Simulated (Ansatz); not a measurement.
Input file:

```
crystal:
  periodic: [false, false, false]
  atoms:
    - { symbol: Zn, position_ang: [-0.899874, -0.17688, -0.521318] }
    - { symbol: Cl, position_ang: [0.069105, -0.113809, 2.778563] }
    - { symbol: O, position_ang: [0.3617, -0.018152, -1.768526] }
    - { symbol: H, position_ang: [0.619788, -0.869924, -2.165622] }
    - { symbol: H, position_ang: [-2.090844, -0.189142, 0.486725] }
    - { symbol: H, position_ang: [-1.037275, -0.135693, 2.016478] }
basis:
  gaussian: { orbitals: def2-SVP }
hamiltonian:
  xc: pbe
relax:
  f_tol: 0.03
  max_steps: 50
output:
  orbitals: {}
```

Launched as:

```sh
ansatz run input.yaml --threads 1 --pin off --max-ram 2048MiB --backend cpu --events-out ev --progress --plain --runs-dir out
```

The fields are those of the run's last geometry, not of the input's.

Computed with RKS PBE/def2-SVP (Ansatz).

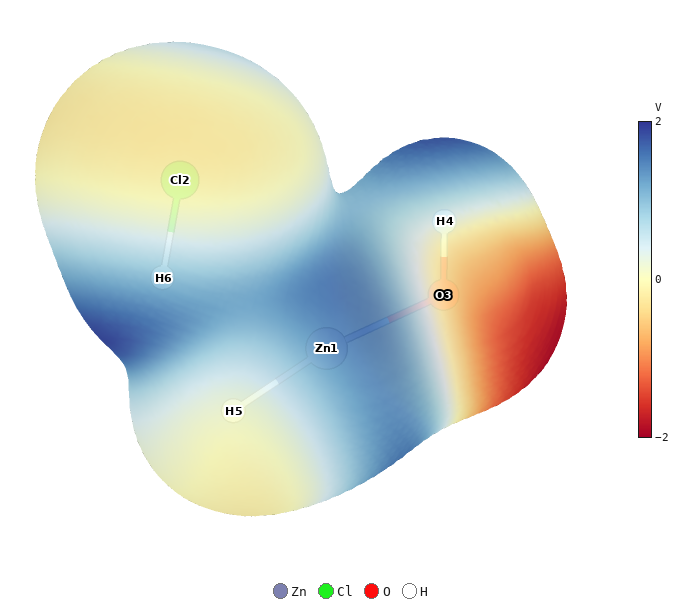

H₂OZn···HCl. The electrostatic potential painted on the density surface at 0.002 e/bohr³, seen at a tilt; red is negative and blue positive.

Q: Which sites attract a positive test charge, and which a negative one?

A: A positive charge is drawn to the negative regions and a negative charge to the positive ones. The most negative region (about −2.0 V) lies over O3, the most positive (about +1.8 V) over H4 and H6. Cl2 shows a σ-hole: about +0.6 V at the tip opposite its bond, against about +0.1 V on its flanks. O3 is the likeliest acceptor of a hydrogen bond.
